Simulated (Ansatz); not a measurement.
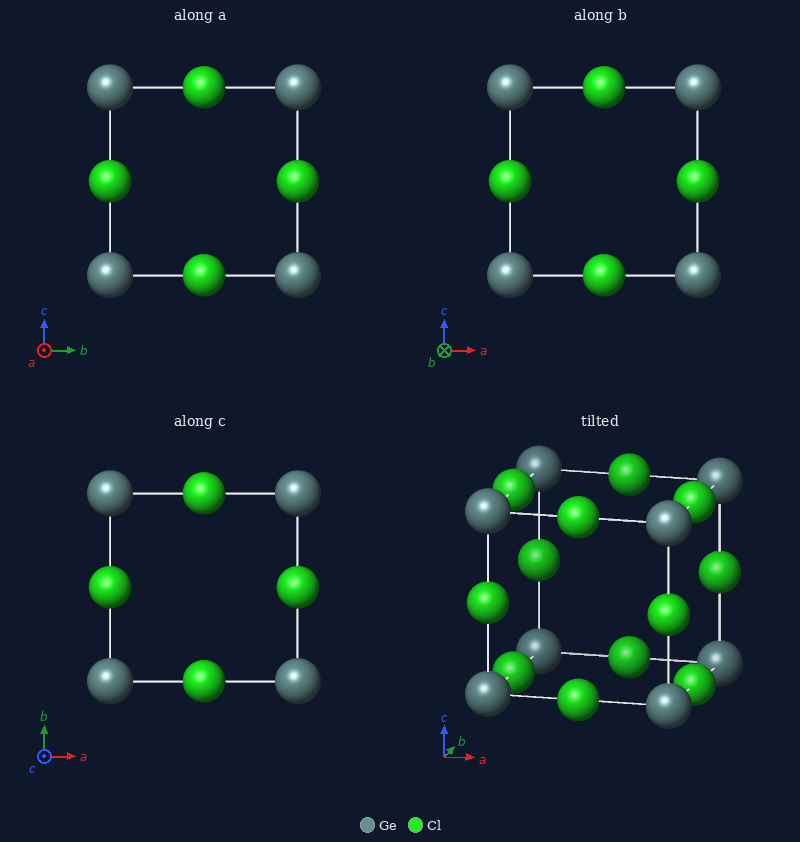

Structure drawing (spheres-only), viewed along the a axis, along the b axis, along the c axis and slightly off an axis. Atoms at the boundary of the conventional unit cell (the box) are drawn once for each face, edge or corner they touch.

Lattice parameters: a = 4.912 Å, b = 4.912 Å, c = 4.912 Å, α = 90.00°, β = 90.00°, γ = 90.00°. Put a along x and b in the xy plane.

Question: Give the atomic positions as a POSCAR file.

Answer:
```
Ge Cl
1.0
     4.912    0.000    0.000
     0.000    4.912    0.000
     0.000    0.000    4.912
Ge Cl
1 3
Direct
  0.0000 0.0000 0.0000
  0.5000 0.0000 0.0000
  0.0000 0.5000 0.0000
  0.0000 0.0000 0.5000
```

The initial geometry was a random cell made by a generator, so it need not be a real form of the compound. Earlier steps of the study may have refined or changed the cell and positions. It was run through Ansatz as a DFT input.
